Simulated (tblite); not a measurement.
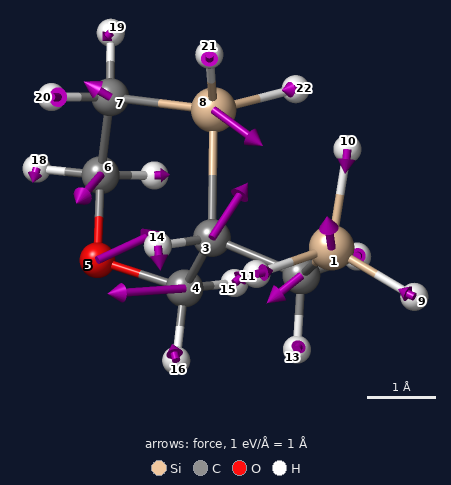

Starting geometry of C$_{5}$H$_{14}$OSi$_{2}$ with the computed forces as purple arrows. Style: ball-and-stick. Shown from a free direction.

Level of theory: GFN2-xTB geometry optimisation, gas phase (tblite 0.8.0). 

Q: Is this structure relaxed? If not, where do the atoms go?

A: It isn't relaxed: the largest force vector, on a C atom, is 1.33 eV/Å. The final displacements have little in common with the starting forces (cosine between the two patterns 0.29). Over 67 geometry steps the energy falls by 14.1 kJ/mol. An H atom moves most after the best rigid fit: 0.12 Å. By element the largest moves are H 0.12 Å, Si 0.08 Å, C 0.06 Å, O 0.05 Å. Near-neighbour distances that change, for instance: C–Si 1.943 → 1.906 Å, C–O 1.440 → 1.407 Å, H–Si 1.487 → 1.464 Å, C–Si 1.879 → 1.901 Å. Bond angles that change, for instance: Si–C–H 104.7° → 108.9°, Si–C–H 104.6° → 108.3°, C–C–H 113.0° → 109.6°.
